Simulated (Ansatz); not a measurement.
**[NH4]+ (SMILES [NH4+]): levels of theory compared**

Wanted: a comparison of 6 runs (BHLYP/6-31G, revPBE/3-21G, revPBE/6-31G, CCSDT/3-21G, CCSD/3-21G, CCSD(T)/3-21G) of [NH4]+. 

The calculation is run with Ansatz 0.2.0.

2 further runs of the same task are left out: 1 that didn't finish, 1 set aside as unsound or not needed.

### Step 1. The system as given

[NH4]+ has 5 atoms, charge +1, and is taken as a singlet. As SMILES, `[NH4+]`. The H2–N1 distance was set to 1.544 Å, away from the relaxed value. At this shape a bond of the SMILES string is far longer than usual.

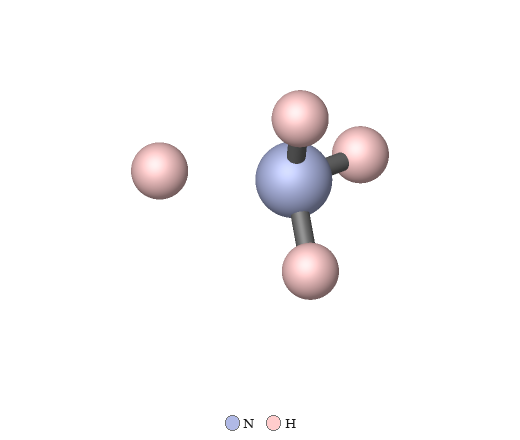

The structure, seen from a chosen angle (nitrogen light blue, hydrogen pink).

### Step 2. A single-point energy at BHLYP/6-31G (run 1)

Contents of molecule.yaml:

```yaml
crystal:
  periodic: [false, false, false]
  atoms:
    - symbol: "N"
      position_ang: [-0.227831, 0.225451, -0.402869]
    - symbol: H
      position_ang: [0.455870, -0.450720, 0.805650]
    - symbol: H
      position_ang: [-1.205811, 0.442941, -0.166309]
    - symbol: H
      position_ang: [-0.203831, -0.411949, -1.211079]
    - symbol: H
      position_ang: [0.269969, 1.095881, -0.636829]
basis:
  gaussian:
    orbitals: 6-31G
accuracy: high
total_charge: 1
hamiltonian:
  xc: {name: BHLYP}
```

Launch:

```
ansatz run molecule.yaml --threads 1 --pin off --max-ram 2610MiB --events-out events.jsonl --progress --plain --runs-dir runs
```

What it wrote:

```text
Warning: RAYON_NUM_THREADS=1 ignored (pool sized by the plan → 1); use --threads N
Functional definition: BHLYP
  name "BHLYP"
  parameter a = 0.5
  exchange = (1 - a)*b88_x + a*exact_x
  correlation = lyp_c
409 factors; integrals over basis functions are off by at most 3.7e-9 eV
mean field evaluation 1: about -1534.2005 eV, gradient 6.9e1 eV
mean field evaluation 2: about -1531.1394 eV, gradient 7.4e1 eV
mean field evaluation 4: about -1544.4140 eV, gradient 4.2e-1 eV
mean field evaluation 8: about -1544.4076 eV, gradient 2.2e-4 eV
mean field -1544.40762881 eV, -56.7559335217 hartree, gradient 1.8e-8 eV, S^2 0.000000; 0 other end points of the search recorded, 0 dependent functions left out
reference -1544.40764377 eV, -56.7559340714 hartree; 5, 5 occupied and 12, 12 virtual orbitals, 409 factors
Total energy: -1544.40764377 eV, -56.7559340714 hartree
```

Wall time 0.4 s (1 thread of Intel Xeon 6975P-C (Granite Rapids), shared host).

### Step 3. The energy at revPBE/3-21G (run 2)

Contents of in.yaml:

```yaml
crystal:
  periodic: [false, false, false]
  atoms:
    - {symbol: N, position_ang: [-0.227831, 0.225451, -0.402869]}
    - {symbol: H, position_ang: [0.455870, -0.450720, 0.805650]}
    - {symbol: H, position_ang: [-1.205811, 0.442941, -0.166309]}
    - {symbol: H, position_ang: [-0.203831, -0.411949, -1.211079]}
    - {symbol: H, position_ang: [0.269969, 1.095881, -0.636829]}
basis:
  gaussian: {orbitals: 3-21G.json}
total_charge: 1
hamiltonian: {xc: {name: revPBE}}
accuracy: high
```

The basis set 3-21G is read from a file made from the Basis Set Exchange's data (not shown).

Launch:

```
ansatz run in.yaml --threads 1 --pin off --max-ram 2610MiB --events-out events.jsonl --progress --plain --runs-dir runs
```

What it wrote:

```text
Warning: RAYON_NUM_THREADS=1 ignored (pool sized by the plan → 1); use --threads N
Functional definition: revPBE
  name "revPBE"
  parameter kappa = 1.245
  parameter beta = 0.06672455060314922
  exchange = pbe_x(kappa = kappa, mu = beta*pi^2/3)
  correlation = pbe_c(beta = beta)
337 factors; integrals over basis functions are off by at most 1.8e-8 eV
mean field evaluation 1: about -1522.5163 eV, gradient 8.8e1 eV
mean field evaluation 2: about -1494.3607 eV, gradient 1.2e2 eV
mean field evaluation 4: about -1537.5282 eV, gradient 3.2e0 eV
mean field evaluation 8: about -1537.5618 eV, gradient 1.2e-1 eV
mean field evaluation 16: about -1537.5619 eV, gradient 3.2e-8 eV
mean field -1537.56187372 eV, -56.5043566622 hartree, gradient 5.6e-8 eV, S^2 0.000000; 0 other end points of the search recorded, 0 dependent functions left out
reference -1537.56187569 eV, -56.5043567347 hartree; 5, 5 occupied and 12, 12 virtual orbitals, 337 factors
Total energy: -1537.56187569 eV, -56.5043567347 hartree
```

It took 0.3 s on 1 thread of Intel Xeon 6975P-C (Granite Rapids), shared host.

Runs 3 to 5 aren't shown in full; the table further down has their settings and results.

### Step 4. A single-point energy at CCSD(T)/3-21G (run 6)

Contents of job.yaml:

```yaml
crystal:
  periodic: [false, false, false]
  atoms:
    - {symbol: N, position_ang: [-0.227831, 0.225451, -0.402869]}
    - {symbol: H, position_ang: [0.455870, -0.450720, 0.805650]}
    - {symbol: H, position_ang: [-1.205811, 0.442941, -0.166309]}
    - {symbol: H, position_ang: [-0.203831, -0.411949, -1.211079]}
    - {symbol: H, position_ang: [0.269969, 1.095881, -0.636829]}
basis:
  gaussian:
    orbitals: 3-21G.json
total_charge: 1
correlation:
  method: ccsd_t
  frozen_orbitals: {H: 0, "N": 1}
accuracy: high
scf:
  omitted_lower_state_checks: [cluster_reference, increment]
```

The basis set 3-21G is read from a file made from the Basis Set Exchange's data (not shown).

Launch:

```
ansatz run job.yaml --threads 1 --pin off --max-ram 2610MiB --events-out events.jsonl --progress --plain --runs-dir runs
```

What it wrote:

```text
Warning: RAYON_NUM_THREADS=1 ignored (pool sized by the plan → 1); use --threads N
[... 11 lines left out ...]
1 core orbitals not correlated: weight in the atoms' cores, before any rotation towards them, 1.000 or more for the frozen orbitals, at most 0.000 for the correlated occupied ones
[... 20 lines left out ...]
Total energy: -1531.81432249 eV, -56.2931380505 hartree
Checks for a lower state left out: cluster_reference, increment
```

Wall time 0.08 s (1 thread of Intel Xeon 6975P-C (Granite Rapids), shared host).

### Step 5. All runs side by side

```tsv
run	level	frozen core orbitals	energy (Eh)	wall time
1	BHLYP/6-31G	–	-56.755934	0.4 s
2	revPBE/3-21G	–	-56.504357	0.3 s
3	revPBE/6-31G	–	-56.793232	0.32 s
4	CCSDT/3-21G	1	-56.293237	0.18 s
5	CCSD/3-21G	1	-56.290284	0.08 s
6	CCSD(T)/3-21G	1	-56.293138	0.08 s
```

### Step 6. Summary of results

| quantity | value |
| --- | --- |
| run 6: total energy | -56.29314 Eh |
| run 6: correlation energy (1 core orbital frozen) | -151.0 mEh |
| run 6: (T) correction | -2.85 mEh |
| run 6: T1 diagnostic | 0.015 |

**Reading.** Totals of different functionals can't be ranked against each other. All runs together took 1.4 s, the longest 0.4 s.
